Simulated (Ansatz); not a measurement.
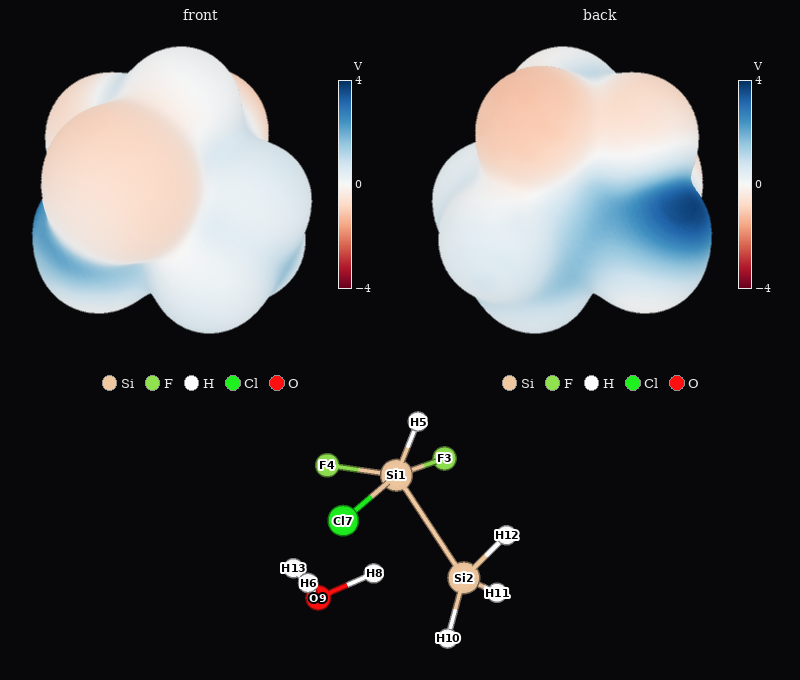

Figure 1: ClF₂H₄Si₂···H₃O. The molecular electrostatic potential painted on the density surface at 0.002 e/bohr³, seen from the front and from behind; red is negative and blue positive. The bare structure is drawn below in the same view.

A transition-state structure; geometry: PBE0-D4/def2-TZVP.

Level of theory: RKS PBE0-D4/def2-TZVPP (Ansatz).

```tsv
atom	x (Å)	y (Å)	z (Å)
Si	-0.4935	1.0405	-0.6022
Si	0.8938	-1.0179	-0.8544
F	-1.2921	0.3139	-1.8297
F	-1.7509	1.1906	0.3993
H	-0.0784	2.2483	-1.3269
H	0.0910	0.0986	2.0372
Cl	0.9758	1.6570	1.0811
H	-0.2101	-0.6475	0.6253
O	-0.4597	-0.7140	1.8302
H	1.9163	-1.4579	0.1284
H	0.2402	-2.1645	-1.5268
H	1.5477	-0.1333	-1.8596
H	-1.3802	-0.4138	1.8979
```

Q: Which sites attract a positive test charge, and which a negative one?

A: A positive charge is drawn to the negative regions and a negative charge to the positive ones. The most negative region (about −1.1 V) lies over F3, the most positive (about +3.6 V) over H13.
